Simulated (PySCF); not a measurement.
# C$_{3}$H$_{5}$F$_{3}$Si (SMILES FC(F)=C(F)C[SiH3]): what the fields show

The calculation's input:

```
{"job": {"kind": "uv", "xc": "wB97X-D", "basis": "def2-SVPD", "nstates": 8, "ntriplets": 3}, "charge": 0, "multiplicity": 1}
F      1.909707    -0.858076    -1.562241
C      1.952067    -0.432676    -0.297868
F      3.073453    -0.830430     0.294881
C      0.982772     0.291856     0.247382
F      1.124660     0.674922     1.534804
C     -0.284741     0.690006    -0.397604
Si    -1.769640    -0.288796     0.341690
H     -0.441678     1.755516    -0.227642
H     -0.208253     0.521905    -1.469359
H     -1.529557    -1.711325     0.107048
H     -1.848256     0.007038     1.769385
H     -2.959335     0.179375    -0.366503
```

Command:

```sh
OMP_NUM_THREADS=1 python probes_run.py task.json out
```

Geometry: GFN2-xTB.

Level of theory: PySCF, wB97X-D/def2-SVPD, SCF density, gas phase.

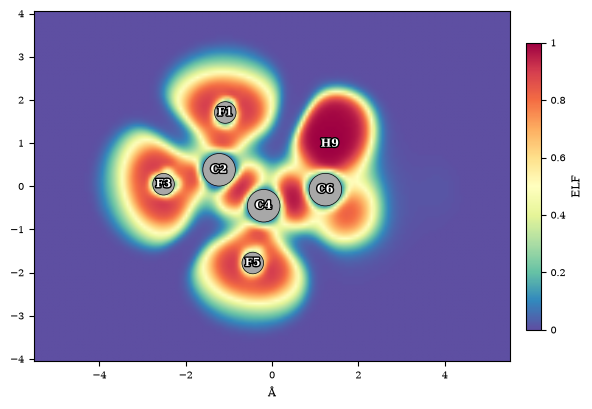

Figure 1. Electron localisation function on the plane of atoms F3, C2 and C4. Grey discs cover the atomic cores.

Question: Read the bonding off the picture.

Answer:
- The section cuts through F, C and H sites.
- C–C (1.33 Å): the ELF peaks at about 0.90 between the atoms (a multiple bond).
- C–F (1.33 Å): the ELF peaks at about 0.85 between the atoms: a polar covalent bond.
- C–H (1.09 Å): the ELF climbs to about 1 towards the hydrogen, as it does in any bond to H (a covalent bond by its length).
- C–C (1.48 Å): the ELF peaks at about 0.95 between the atoms; localised, covalent bonding.
- The ELF also peaks beside F5, F3 and F1, away from the bonds: lone-pair regions.

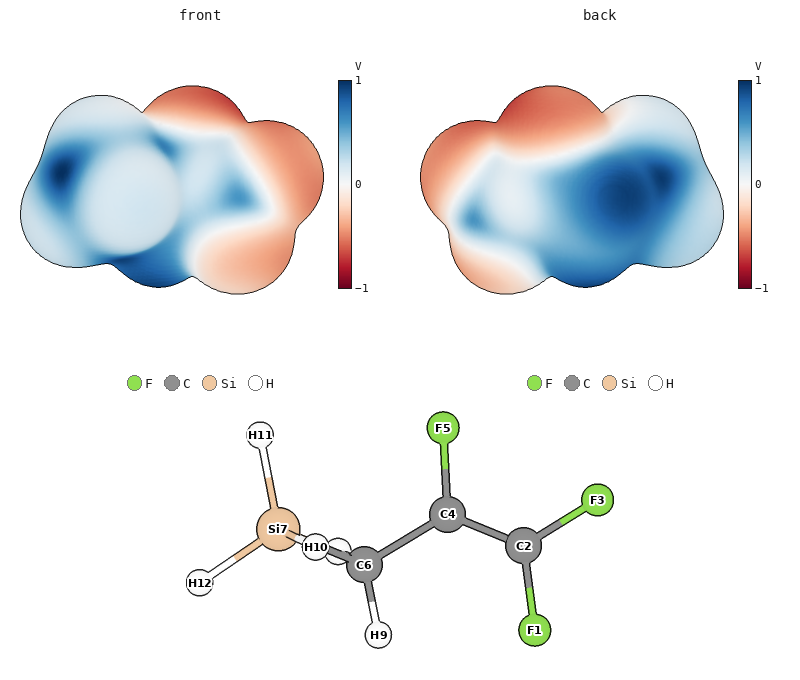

Figure 2. The molecular electrostatic potential painted on the density surface at 0.001 e/bohr³, seen from the front and from behind; red is negative and blue positive. The bare structure is drawn below in the same view.

Question: Describe the electrostatic potential map.

Answer: The most negative region (about −0.7 V) lies over F5, the most positive (about +0.9 V) over Si7, H8 and H9.

Question: What dipole moment does the calculation give?

Answer: Its dipole moment is 2.14 D.
